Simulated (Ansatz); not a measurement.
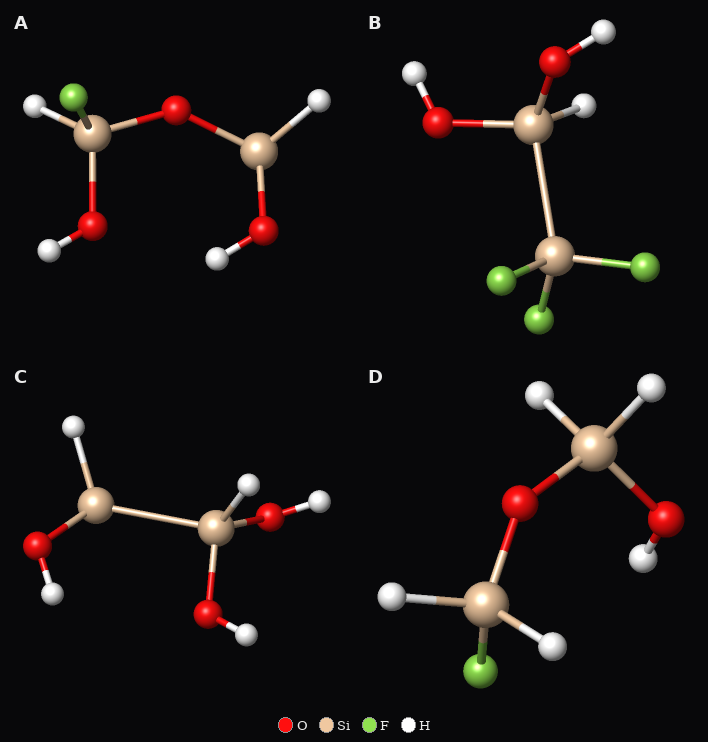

Source: calculation with Ansatz.

### Which panel belongs to which SMILES?
(1) O[SiH]O[Si@@H](O)F
(2) O[SiH][SiH](O)O
(3) O[SiH2]O[SiH2]F
(4) O[SiH](O)[Si](F)(F)F

A is (1), B is (4), C is (2), D is (3).
